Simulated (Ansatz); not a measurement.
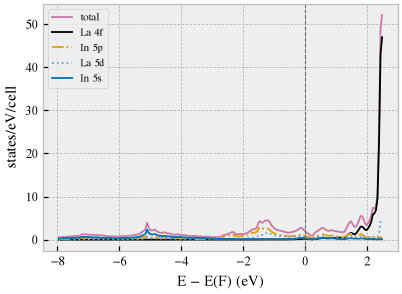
Total and projected density of states of LaIn$_{3}$ (Cu3Au type, Pm-3m), r²SCAN in the plane-wave PAW code Ansatz

Task: Which orbitals carry the states next to the Fermi level?

Result: Within 0.5 eV of the Fermi level: In 5p 45 %, La 5d 31 %, In 5s 13 %, La 4f 7 %. Projections are on Löwdin-orthogonalised atomic valence shells; empty p or d shells of many metals are not among them.

Task: Where is the tallest occupied peak in this window, and what makes it?

Result: Near -1.2 eV, about 4.5 states/eV per cell; the largest projected share is In 5p.

The workflow started from a Materials Project entry (that database holds measured and hypothetical structures alike); the Crystallography Open Database copy checked does not list it. With La and In taken as one species the cell has the higher symmetry Fm-3m, so it may be an ordered model of a mixed-site phase. Its standing as an ambient phase is unchecked. The r²SCAN relaxation kept the symmetry of its start; its stability against distortions is not shown here. Spin–orbit coupling is left out wherever it is not named.

Potentials: the earlier of the program's two PAW sets.
